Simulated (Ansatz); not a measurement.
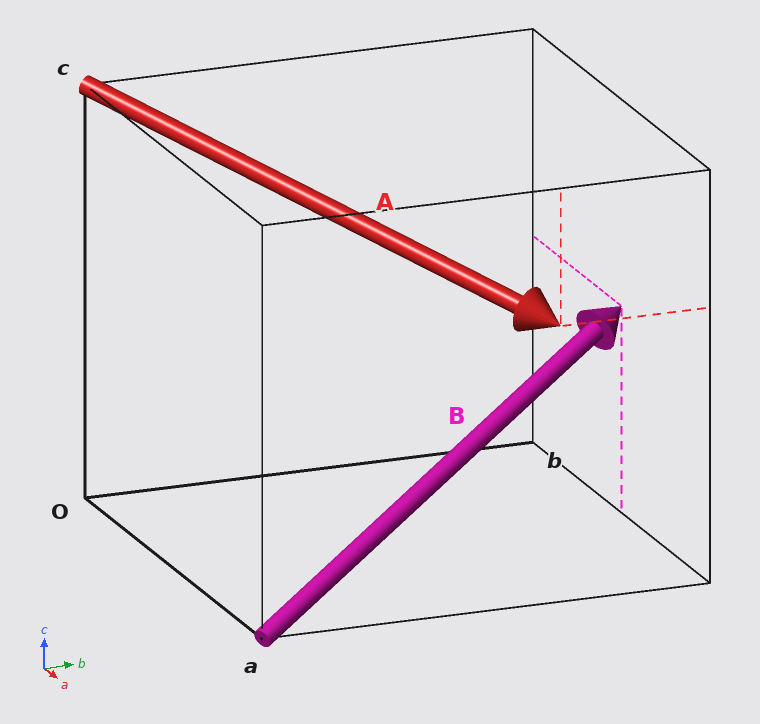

For HfSiSe₄, the geometry relaxed with DFT, PAW plane waves, r2scan (Ansatz 0.2.0); the starting structure was generated, so it need not be a known form of this composition: each arrow starts at a corner of the unit cell and ends on its surface; where a tip isn't a corner, dashed lines run from it parallel to the axes. Geometry calculated from the standardised cell; symmetry tolerance 0.002 Å.

a = 8.671 Å, b = 8.671 Å, c = 7.840 Å, α = 90.00°, β = 90.00°, γ = 90.00°.

Index the directions.

Arrow A runs from (0, 0, 1) to (1, 2/3, 2/3), so [3 2 −1]; Arrow B runs from (1, 0, 0) to (1/2, 1, 1/2), so [−1 2 1].

How long is the vector ua + vb + wc in each case, and what angles do the directions make?

A 32.233 Å; B 20.915 Å. A–B: 88.8°.

In No. 141, I4₁/amd, origin choice 1, how many directions are equivalent to A (Laue class 4/mmm, both senses counted)?

16.
